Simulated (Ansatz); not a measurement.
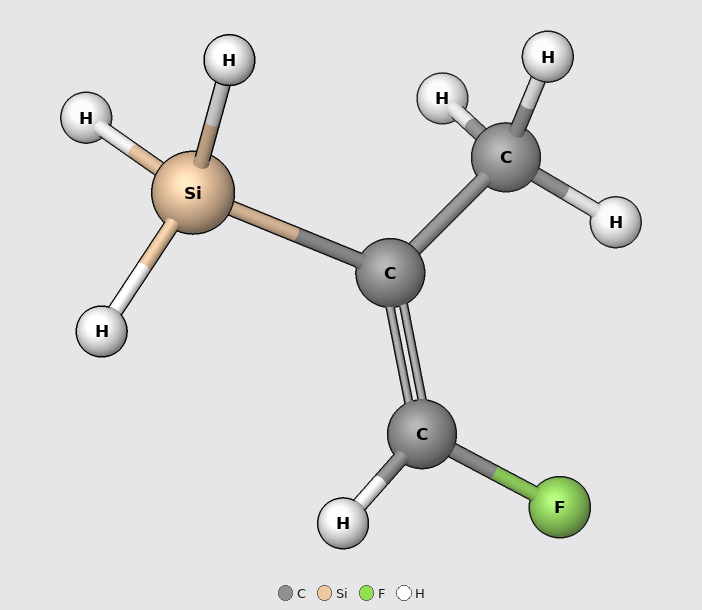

The computed structure is the end point of a PBE0-D4/def2-TZVP optimisation. No frequency run is at hand to confirm it as a minimum. Program: Ansatz 0.2.0.

Compare HOMO–LUMO gap (eV), HOMO energy (eV) at these levels: B3LYP-D4/def2-TZVPP; PBE-D4/def2-TZVPP; PBE0-D4/def2-TZVPP; r2SCAN-D4/def2-TZVPP; ωB97M-V/def2-TZVPP; ωB97X-V/def2-TZVPP.

| level | HOMO–LUMO gap (eV) | HOMO energy (eV) |
| --- | --- | --- |
| B3LYP-D4/def2-TZVPP | 7.03 | −7.25 |
| PBE-D4/def2-TZVPP | 5.28 | −6.27 |
| PBE0-D4/def2-TZVPP | 7.47 | −7.46 |
| r2SCAN-D4/def2-TZVPP | 5.71 | −6.49 |
| ωB97M-V/def2-TZVPP | 11.81 | −9.67 |
| ωB97X-V/def2-TZVPP | 12.04 | −9.77 |
